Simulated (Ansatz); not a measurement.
The cell of Li3OF (Pm-3m). Origin of the cell: the end point of a relaxation with DFT PBE, scalar-relativistic, plane waves, PAW (Ansatz 0.2.0); the starting structure was generated, so it need not be a known form of this composition.

```
CELL_PARAMETERS angstrom
3.68125 0.00000 0.00000
0.00000 3.68125 0.00000
0.00000 0.00000 3.68125
ATOMIC_POSITIONS crystal
Li 0.00000 0.50000 0.50000
Li 0.50000 0.00000 0.50000
Li 0.50000 0.50000 0.00000
O 0.50000 0.50000 0.50000
F 0.00000 0.00000 0.00000
```

Bond valence s = exp((R0 − d)/b), R0 fitted to published crystal structures with b = 0.37 Å, summed over all anions within 5 Å; R0 in Å: Li+–F 1.348; Li+–O 1.449.

### Calculate the bond-valence sums (anions within 5 Å).

```tsv
site	x, y, z	formal valence	bond-valence sum	difference
Li1	0.000, 0.500, 0.500	+1	0.84	-0.16
O1	0.500, 0.500, 0.500	−2	2.10	0.10
F1	0.000, 0.000, 0.000	−1	0.41	-0.59
```

The global instability index (root mean square of the differences over all atoms) is 0.30 v.u.: above 0.2, which by the usual rule of thumb marks a strained structure. Cells relaxed with PBE tend to have slightly long bonds, which lowers the sums.

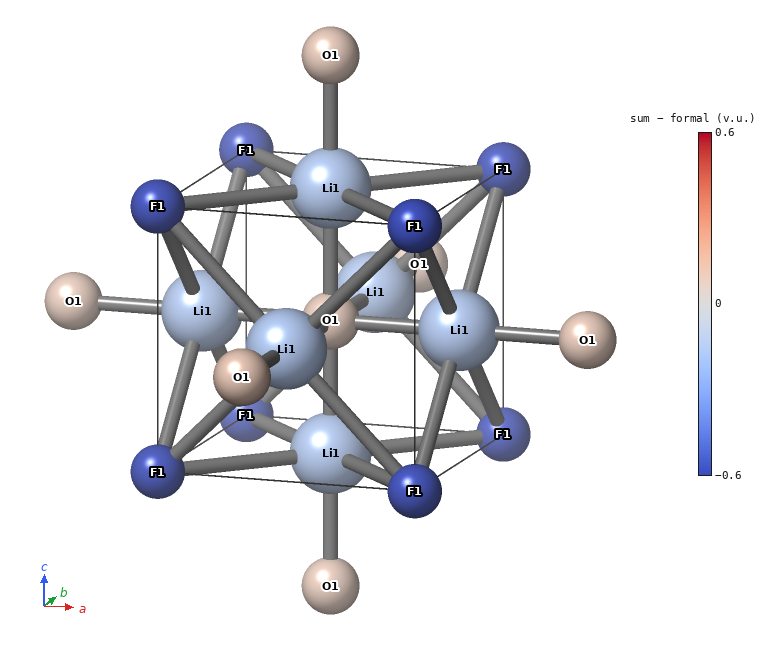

Atoms coloured by sum less the size of the formal valence, view slightly off an axis.
